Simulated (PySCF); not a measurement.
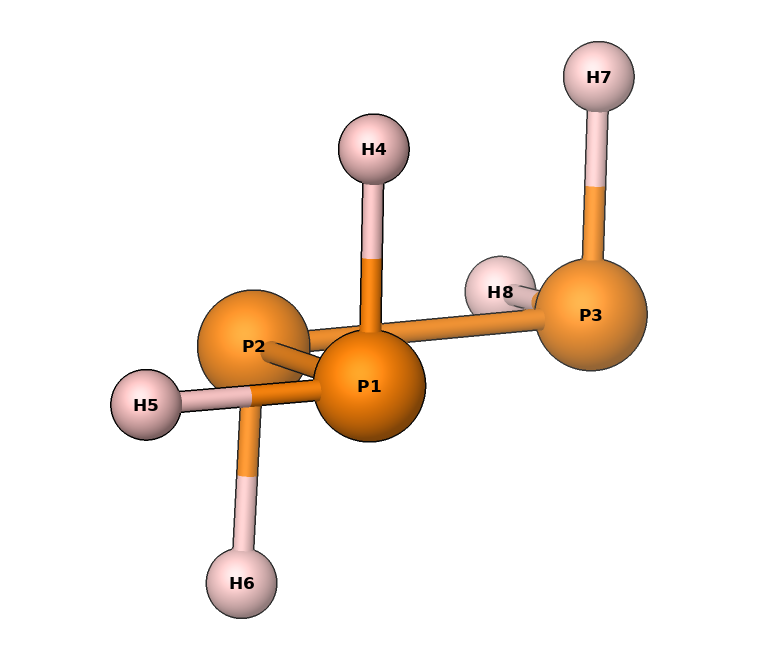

P2 lies behind P1. The molecule seen a little off the P1–P2 bond, P1 in front. Distant atoms are faded towards the background colour. The computed structure is the end point of a GFN2-xTB optimisation. No frequency run is at hand to confirm it as a minimum.

What is the torsion angle H4–P1–P2–P3? The sign is positive where the front bond must turn clockwise to cover the back bond.

Answer. 88°, about perpendicular.
